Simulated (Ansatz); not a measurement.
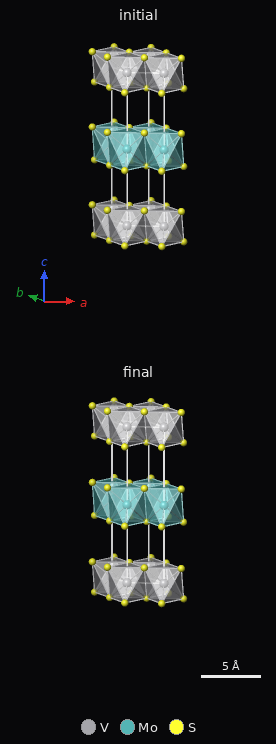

The structure of a crystal of VMoS₄ (a generated structure, set up in P-3m1) before (top) and after (bottom) a relaxation, at one scale.

A polyhedral model of the cell of the calculation, seen slightly off an axis.

Theory: DFT PBE, scalar-relativistic, plane waves, PAW in Ansatz 0.2.0.

Input file:
```yaml
crystal:
  lattice:
    - [3.1969717641, 0.0, 0.0]
    - [-1.5984858821, 2.7686587629, 0.0]
    - [0.0, 0.0, 13.3296038357]
  atoms:
    - { symbol: V, position: [0.0, 0.0, 0.0], spin: 0.61 }
    - { symbol: Mo, position: [0.0, 0.0, 0.5] }
    - { symbol: S, position: [0.6666666667, 0.3333333333, 0.3817356884] }
    - { symbol: S, position: [0.6666666667, 0.3333333333, 0.8901287616] }
    - { symbol: S, position: [0.3333333333, 0.6666666667, 0.1098712384] }
    - { symbol: S, position: [0.3333333333, 0.6666666667, 0.6182643116] }
basis:
  ecutwfc: 420
kpoints:
  mp_grid: { grid: [12, 12, 4] }
hamiltonian:
  xc: pbe
scf:
  occupations: { method: gaussian, width: 0.1 }
output:
  forces: true
  stress: true
  eigenvalues: true
  populations: true
magnetization:
  spin_polarized: true
relax:
  adjacent_minimum: "off"
  f_tol: 0.01
  max_steps: 80
  cell: { stress_tol: 0.05 }
```

Launched with:
```bash
ansatz run input.yaml --threads 1 --pin off --max-ram 2560MiB --backend cpu --events-out ev --progress --plain --runs-dir out
```

Q: What changed between the two?

A: After 5 accepted moves (6 points after the start) the energy has fallen by 1.7 meV per cell of the calculation. The largest force component goes from 0.063 to 0.001 eV/Å. The pressure goes from −0.14 to 0.01 GPa. The SCF was repeated once at an unchanged geometry on a basis and grid sized afresh for the cell, which shifted the energy by 0.2 meV per cell of the calculation at most. The largest moves relative to the cell, 0.027 Å, are those of S4 and S5. S5 goes along −c. V and Mo stay in place. Cell: a = b 3.197 → 3.188 Å (−0.3 %), c 13.330 → 13.580 Å (+1.9 %). Volume +1.3 %. The space group stays P-3m1 (No. 164). The program noted that the starting moments weren't kept. The run took 9.1 min on 1 thread of Intel(R) Xeon(R) Processor @ 2.70GHz, with other jobs on the host, peak memory 0.74 GiB.

Limits of the set-up: layers or molecules are held without a dispersion correction, so their spacing is unreliable.
